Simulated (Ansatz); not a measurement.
## SiH4BrF: nudged elastic band

- system: SiH4BrF
- method: RHF/def2-SVP (Ansatz 0.2.0)

One setting was made poor on purpose. It belongs to a series of runs on one base structure; here: band between the two ends. Figures and captions count atoms from 1; the log counts them from 0 in places.

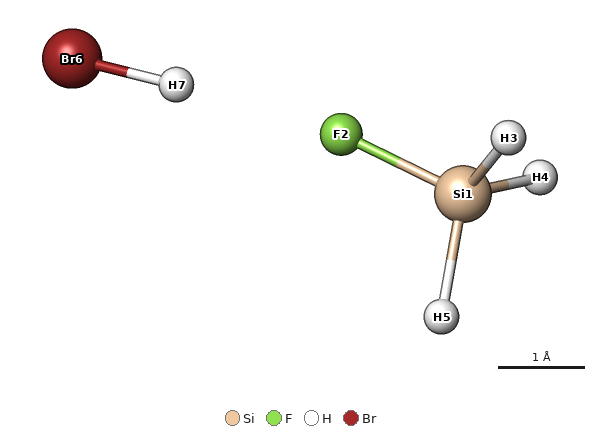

Fig. 1: The starting structure (ball-and-stick view, seen at a tilt; atoms are numbered from 1 in the order of the input). Bond lengths as drawn: Br–H 1.41 Å, F–Si 1.62 Å and H–Si 1.47 Å.

### Results in brief

- outcome: converged
- barrier, forward: 1.994 eV
- barrier, backward: 1.547 eV
- hardware: 1 thread of Arm Neoverse V1, 24 GiB of memory available, shared host
- wall time: 75 s
- peak memory: 0.18 GiB

### Notes

A deliberately poor setting: loose force. The order of the saddle point was not checked.

### Input file
```yaml
crystal:
  periodic: [false, false, false]
  atoms:
    - { symbol: Si, position_ang: [0.483293, 0.0, -0.404383] }
    - { symbol: F, position_ang: [-0.549199, 0.0, 0.845681] }
    - { symbol: H, position_ang: [1.850762, 0.0, 0.141168] }
    - { symbol: H, position_ang: [0.228306, 1.214397, -1.196961] }
    - { symbol: H, position_ang: [0.228306, -1.214397, -1.196961] }
    - { symbol: Br, position_ang: [-3.53434, 0.0, 2.885755] }
    - { symbol: H, position_ang: [-2.338131, 0.0, 2.139] }
basis:
  gaussian: { orbitals: def2-SVP }
hamiltonian:
  xc: hf
neb:
  order_check: false
  images: 5
  f_tol: 0.5
  max_iterations: 60
  final_atoms:
    - { symbol: Si, position_ang: [-0.22209482, 0.0, -0.62491384] }
    - { symbol: F, position_ang: [-0.46015218, 0.0, 3.25075095] }
    - { symbol: H, position_ang: [0.73384743, 0.0, 0.49150832] }
    - { symbol: H, position_ang: [-0.09379387, 1.212437, -1.44996616] }
    - { symbol: H, position_ang: [-0.09379387, -1.212437, -1.44996616] }
    - { symbol: Br, position_ang: [-2.296466, 0.0, 0.26536273] }
    - { symbol: H, position_ang: [-1.19854968, 0.0, 2.73052315] }
  initial_path:
    images:
      - { positions_ang: [[0.483293, 0.0, -0.404383], [-0.549199, 0.0, 0.845681], [1.850762, 0.0, 0.141168], [0.228306, 1.214397, -1.196961], [0.228306, -1.214397, -1.196961], [-3.53434, 0.0, 2.885755], [-2.338131, 0.0, 2.139]] }
      - { positions_ang: [[0.33537769, 0.0, -0.25325273], [-0.41168201, 0.0, 1.22411734], [1.71877956, 0.0, -0.00926759], [-0.04818033, 1.20673133, -0.96385441], [-0.04818033, -1.20673133, -0.96385441], [-3.19014776, 0.0, 2.13838933], [-1.98696983, 0.0, 2.04102147]] }
      - { positions_ang: [[0.18746238, 0.0, -0.10212246], [-0.27416501, 0.0, 1.60255368], [1.58679713, 0.0, -0.15970318], [-0.32466666, 1.19906567, -0.73074782], [-0.32466666, -1.19906567, -0.73074782], [-2.84595553, 0.0, 1.39102366], [-1.63580866, 0.0, 1.94304294]] }
      - { positions_ang: [[0.03954708, 0.0, 0.0490078], [-0.13664802, 0.0, 1.98099002], [1.45481469, 0.0, -0.31013877], [-0.60115298, 1.1914, -0.49764123], [-0.60115298, -1.1914, -0.49764123], [-2.50176329, 0.0, 0.64365799], [-1.28464749, 0.0, 1.84506441]] }
      - { positions_ang: [[-0.04766689, 0.0, -0.17563274], [-0.24448274, 0.0, 2.40424367], [1.21449227, 0.0, -0.04292307], [-0.43203328, 1.19841233, -0.81508287], [-0.43203328, -1.19841233, -0.81508287], [-2.43333086, 0.0, 0.51755957], [-1.25594822, 0.0, 2.14021732]] }
      - { positions_ang: [[-0.13488085, 0.0, -0.40027329], [-0.35231746, 0.0, 2.82749731], [0.97416985, 0.0, 0.22429263], [-0.26291358, 1.20542467, -1.13252452], [-0.26291358, -1.20542467, -1.13252452], [-2.36489843, 0.0, 0.39146115], [-1.22724895, 0.0, 2.43537024]] }
      - { positions_ang: [[-0.22209482, 0.0, -0.62491384], [-0.46015218, 0.0, 3.25075095], [0.73384743, 0.0, 0.49150832], [-0.09379387, 1.212437, -1.44996616], [-0.09379387, -1.212437, -1.44996616], [-2.296466, 0.0, 0.26536273], [-1.19854968, 0.0, 2.73052315]] }
```

Launched with:
```bash
ansatz run input.yaml --threads 1 --pin off --max-ram 2048MiB --backend cpu --events-out ev --progress --plain --runs-dir out
```

### Output
```
Engine: ansatz 0.2.0, aarch64-unknown-linux-gnu
Functional definition: HF
  exchange = exact_x
  correlation = 0
853 factors; integrals over basis functions are off by at most 4.6e-4 eV
mean field evaluation 1: about -80617.1401 eV, gradient 2.5e1 eV
mean field evaluation 2: about -80617.1517 eV, gradient 2.5e1 eV
mean field evaluation 4: about -80618.6440 eV, gradient 2.2e0 eV
mean field evaluation 8: about -80618.6638 eV, gradient 7.2e-5 eV
mean field -80618.66382068 eV, -2962.6812501169 hartree, gradient 2.0e-5 eV, S^2 0.000000; 0 other end points of the search recorded, 0 dependent functions left out
the calculation of the forces begins
reference -80618.66382068 eV, -2962.6812501169 hartree; 31, 31 occupied and 53, 53 virtual orbitals, 853 factors
856 factors; integrals over basis functions are off by at most 1.3e-3 eV
mean field evaluation 16: about -80618.1981 eV, gradient 1.9e0 eV
mean field -80618.21608742 eV, -2962.6647962233 hartree, gradient 2.9e-5 eV, S^2 0.000000; 0 other end points of the search recorded, 0 dependent functions left out
[... from here on the field's lines of each further geometry are left out, up to the last ...]
NEB iter   1: max|band force component| = 9.986e0 eV/Å  barrier→ = 3.2341 eV  barrier← = 2.7863 eV  Δτ_max = 0.1974 Å  (235 SCF iters)
NEB iter   2: max|band force component| = 2.287e0 eV/Å  barrier→ = 2.3215 eV  barrier← = 1.8737 eV  Δτ_max = 0.2000 Å  (157 SCF iters)
NEB iter   3: max|band force component| = 1.611e0 eV/Å  barrier→ = 2.0018 eV  barrier← = 1.5541 eV  Δτ_max = 0.1829 Å  (160 SCF iters)
NEB iter   4: max|band force component| = 2.004e0 eV/Å  barrier→ = 2.0365 eV  barrier← = 1.5887 eV  Δτ_max = 0.0913 Å  (160 SCF iters)
NEB iter   5: max|band force component| = 1.984e0 eV/Å  barrier→ = 2.0013 eV  barrier← = 1.5535 eV  Δτ_max = 0.0910 Å  (158 SCF iters)
NEB iter   6: max|band force component| = 1.107e0 eV/Å  barrier→ = 1.9757 eV  barrier← = 1.5279 eV  Δτ_max = 0.1154 Å  (150 SCF iters)
NEB iter   7: max|band force component| = 5.698e-1 eV/Å  barrier→ = 1.9733 eV  barrier← = 1.5256 eV  Δτ_max = 0.0885 Å  (140 SCF iters)
NEB iter   8: max|band force component| = 1.141e0 eV/Å  barrier→ = 1.9990 eV  barrier← = 1.5513 eV  Δτ_max = 0.0445 Å  (157 SCF iters)
the calculation of the forces begins
reference -80617.83810493 eV, -2962.6509056228 hartree; 31, 31 occupied and 53, 53 virtual orbitals, 857 factors
855 factors; integrals over basis functions are off by at most 1.4e-3 eV
mean field evaluation 448: about -80615.3177 eV, gradient 2.2e1 eV
mean field -80616.66938350 eV, -2962.6079559025 hartree, gradient 1.6e-5 eV, S^2 0.000000; 1 other end points of the search recorded, 0 dependent functions left out
the calculation of the forces begins
reference -80616.66938350 eV, -2962.6079559025 hartree; 31, 31 occupied and 53, 53 virtual orbitals, 855 factors
NEB iter   9: max|band force component| = 3.035e-1 eV/Å  barrier→ = 1.9944 eV  barrier← = 1.5467 eV  CI = image 4  Δτ_max = 0.0000 Å  (309 SCF iters)
```

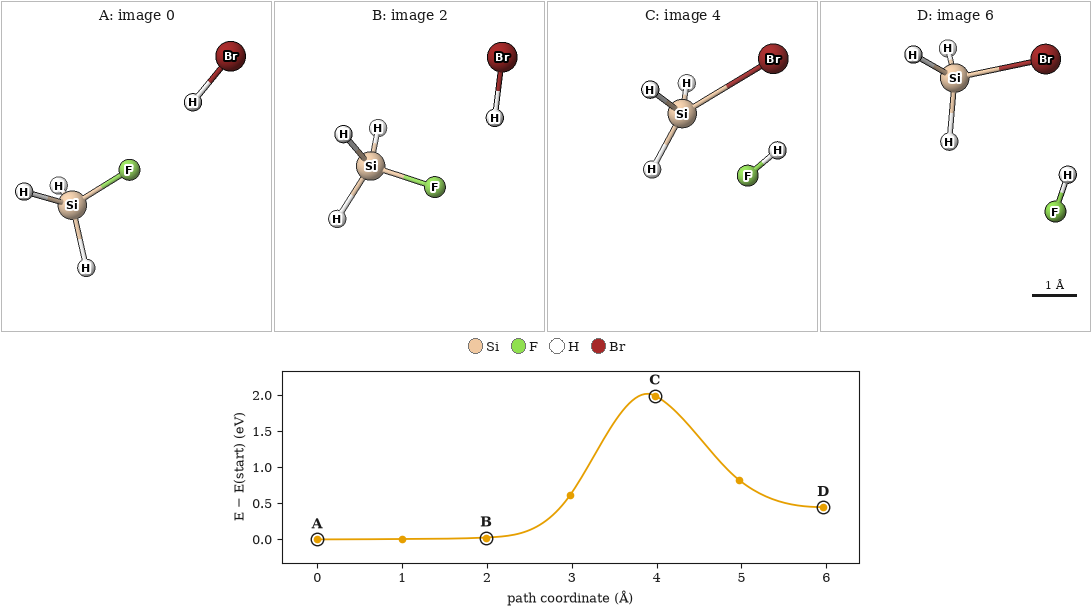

Fig. 2: Images of the last band (counted from 0; ball-and-stick, seen at an oblique angle) above the energy along the path; the line is a cubic interpolation that uses the forces. The highest image is number 4, 1.994 eV above the start and 1.547 eV above the end (the climbing image); the end lies 0.448 eV above the start. The path is 5.96 Å long. The band converged in 9 iterations.

```
Total energy: -80616.66938350 eV, -2962.6079559025 hartree
Atom 0 at    -0.163109     0.000000    -0.128600 Å, force    -0.095191    -0.000000    -0.152157 eV/Å
Atom 1 at    -0.212424     0.000000     1.982695 Å, force     0.049414     0.000000     0.342552 eV/Å
Atom 2 at     1.286062     0.000000     0.212646 Å, force    -0.274343     0.000000     0.144122 eV/Å
Atom 3 at    -0.392121     1.283409    -0.790767 Å, force     0.005518     0.009753    -0.190947 eV/Å
Atom 4 at    -0.392121    -1.283409    -0.790767 Å, force     0.005518    -0.009753    -0.190947 eV/Å
Atom 5 at    -2.617860    -0.000000     0.615060 Å, force     0.159995    -0.000000    -0.151128 eV/Å
Atom 6 at    -1.139430    -0.000000     2.113033 Å, force     0.149090     0.000000     0.198506 eV/Å
Dipole moment:     0.481691     0.000000     0.020151 e Å
this run last wrote the band of iteration 9 to [file]
```

### The last band as extended XYZ (Å, eV, eV/Å)
```
7
Properties=species:S:1:pos:R:3:forces:R:3 image=0 energy=-80618.66382
Si    0.4833    0.0000   -0.4044   -0.0024   0.0000  -0.0017
F    -0.5492    0.0000    0.8457    0.0017   0.0000   0.0001
H     1.8508    0.0000    0.1412   -0.0018   0.0000   0.0020
H     0.2283    1.2144   -1.1970    0.0015  -0.0003  -0.0008
H     0.2283   -1.2144   -1.1970    0.0015   0.0003  -0.0008
Br   -3.5343    0.0000    2.8858    0.0015   0.0000   0.0006
H    -2.3381    0.0000    2.1390   -0.0019   0.0000   0.0006
7
Properties=species:S:1:pos:R:3:forces:R:3 image=1 energy=-80618.65809
Si    0.4461    0.0000   -0.2918    0.0035   0.0000   0.0017
F    -0.1711    0.0000    1.2079   -0.0024   0.0000  -0.0046
H     1.9133    0.0000   -0.1725    0.0010   0.0000  -0.0004
H    -0.0314    1.2148   -0.9731    0.0026   0.0004  -0.0024
H    -0.0314   -1.2148   -0.9731    0.0026  -0.0004  -0.0024
Br   -3.5770    0.0000    2.3017   -0.0029   0.0000   0.0059
H    -2.1795    0.0000    2.1141   -0.0044   0.0000   0.0022
7
Properties=species:S:1:pos:R:3:forces:R:3 image=2 energy=-80618.63750
Si    0.3557    0.0000   -0.1420    0.0239   0.0000   0.0310
F     0.0742    0.0000    1.4569    0.0139   0.0000  -0.0438
H     1.8167    0.0000   -0.3249    0.0012   0.0000  -0.0280
H    -0.2536    1.2157   -0.7067    0.0192  -0.0063   0.0005
H    -0.2536   -1.2157   -0.7067    0.0192   0.0063   0.0005
Br   -3.3528    0.0000    1.5904   -0.0119   0.0000   0.0299
H    -2.0176    0.0000    2.0463   -0.0656   0.0000   0.0100
7
Properties=species:S:1:pos:R:3:forces:R:3 image=3 energy=-80618.04255
Si    0.1192    0.0000   -0.0319    0.5587   0.0000   0.2440
F     0.0028    0.0000    1.6274    0.3562   0.0000  -0.7526
H     1.5652    0.0000   -0.0947    0.6246   0.0000  -0.4728
H    -0.4351    1.2234   -0.6549    0.0499  -0.1768   0.3124
H    -0.4351   -1.2234   -0.6549    0.0499   0.1768   0.3124
Br   -2.8030    0.0000    1.0860   -0.6519   0.0000   0.5274
H    -1.6449    0.0000    1.9363   -0.9873   0.0000  -0.1708
7
Properties=species:S:1:pos:R:3:forces:R:3 image=4 energy=-80616.66938
Si   -0.1631    0.0000   -0.1286   -0.0952   0.0000  -0.1522
F    -0.2124    0.0000    1.9827    0.0494   0.0000   0.3426
H     1.2861    0.0000    0.2126   -0.2743   0.0000   0.1441
H    -0.3921    1.2834   -0.7908    0.0055   0.0098  -0.1909
H    -0.3921   -1.2834   -0.7908    0.0055  -0.0098  -0.1909
Br   -2.6179    0.0000    0.6151    0.1600   0.0000  -0.1511
H    -1.1394    0.0000    2.1130    0.1491   0.0000   0.1985
7
Properties=species:S:1:pos:R:3:forces:R:3 image=5 energy=-80617.83811
Si   -0.2456    0.0000   -0.3766   -0.1123   0.0000  -0.2708
F    -0.2775    0.0000    2.5707    0.0326   0.0000   0.5630
H     0.9325    0.0000    0.5030   -0.3595   0.0000   0.1792
H    -0.2404    1.2537   -1.1345    0.0735  -0.0286  -0.3487
H    -0.2404   -1.2537   -1.1345    0.0735   0.0286  -0.3487
Br   -2.4010    0.0000    0.4283    0.2160   0.0000  -0.0539
H    -1.1586    0.0000    2.3568    0.0761   0.0000   0.2799
7
Properties=species:S:1:pos:R:3:forces:R:3 image=6 energy=-80618.21609
Si   -0.2221    0.0000   -0.6249   -0.0088   0.0000   0.0012
F    -0.4602    0.0000    3.2508   -0.0030   0.0000   0.0022
H     0.7338    0.0000    0.4915    0.0018   0.0000  -0.0036
H    -0.0938    1.2124   -1.4500   -0.0001   0.0027   0.0033
H    -0.0938   -1.2124   -1.4500   -0.0001  -0.0027   0.0033
Br   -2.2965    0.0000    0.2654    0.0062   0.0000  -0.0061
H    -1.1986    0.0000    2.7305    0.0040   0.0000  -0.0003
```
